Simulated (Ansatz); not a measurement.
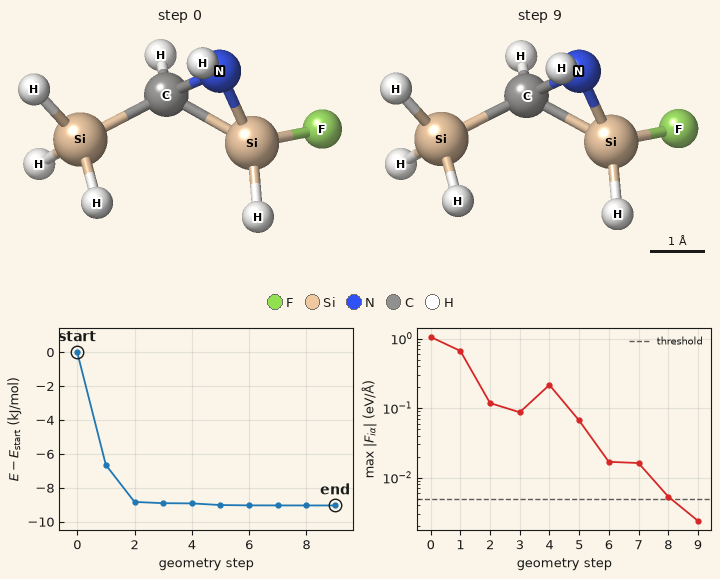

First and last geometry of a relaxation of CH$_{6}$FNSi$_{2}$, with the history of the run. The picture is a ball-and-stick view, seen at a tilt.

The start comes from PBE-D4/def2-SVP.

The calculation used Ansatz 0.2.0, RKS PBE0-D4/def2-TZVP. Settings: force threshold 0.005 eV/Å; at most 150 steps.

Question: Did the run converge, and what did it change?

Answer: It converged. The largest move after the best rigid fit is that of an H atom, 0.10 Å. By element the largest moves are H 0.10 Å, F 0.07 Å, Si 0.03 Å, C 0.02 Å, N 0.01 Å. Near-neighbour distances that change, for instance: F–Si 1.632 → 1.586 Å, C–Si 1.852 → 1.817 Å, C–Si 1.887 → 1.862 Å, N–Si 1.711 → 1.688 Å. Among the angles between lasting bonds that change: Si–N–H 134.6° → 130.0°, C–N–H 120.0° → 117.7°. The energy falls by 9.03 kJ/mol in 9 geometry steps. The largest force component goes from 1.1 to 0.0024 eV/Å. The run took 37 s on 4 threads of Arm Neoverse V2, with other jobs on the host.
